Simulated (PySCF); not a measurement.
The calculation's input:

```
{"job": {"xc": "wB97X-D", "basis": "pcSseg-1", "solvent": "chloroform", "kind": "nmr", "pop": true}, "charge": 0, "multiplicity": 1}
C      2.823846     0.357032     0.695498
Si     1.801715    -0.420748    -0.677698
C     -0.038068    -0.203483    -0.354257
C     -0.758006    -1.153562     0.386612
C     -2.109479    -0.968857     0.673943
C     -2.768047     0.173994     0.221852
C     -2.071157     1.128247    -0.518434
C     -0.719797     0.938410    -0.802863
H      3.901957     0.236220     0.508227
H      2.586824    -0.110101     1.663663
H      2.605537     1.433013     0.775637
H      2.105940    -1.883998    -0.766570
H      2.141309     0.224476    -1.985409
H     -0.257377    -2.059129     0.743154
H     -2.652788    -1.721720     1.250469
H     -3.828071     0.319564     0.443960
H     -2.584303     2.023333    -0.878808
H     -0.188794     1.693627    -1.390634
```

Command:

```sh
OMP_NUM_THREADS=1 python ens_run.py task.json out
```

Geometry: PBE0-D3(BJ)/def2-SVP.

These are results of wB97X-D/pcSseg-1, SCF density, in a chloroform solvent model, non-relativistic in PySCF, not measurements.

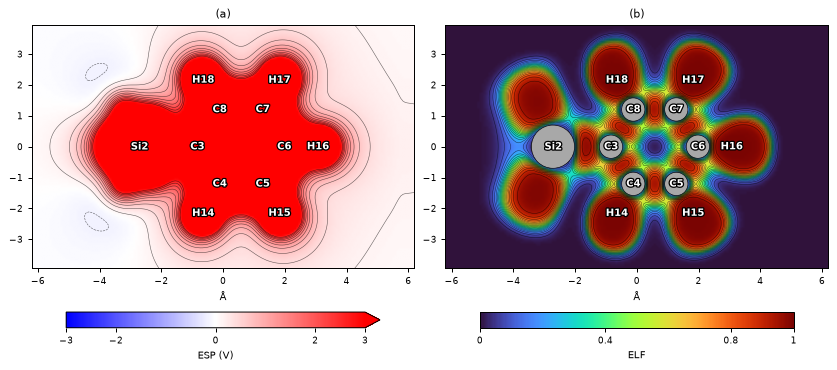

C7H10Si. (a) molecular electrostatic potential; (b) electron localisation function on the plane of atoms C3, C8 and C7. Grey discs cover the atomic cores in the ELF map.

Interpret the plot.

The plane passes through Si, C and H nuclei. C–C (1.39 Å): the ELF peaks at about 0.95 between the atoms; localised, covalent bonding. C–Si (1.88 Å): the ELF peaks at about 1 between the atoms: localised, covalent bonding. C–H (1.09 Å): the ELF climbs to about 1 towards the hydrogen, as it does in any bond to H (an ordinary covalent bond to hydrogen). The potential has no marked negative region in this plane.
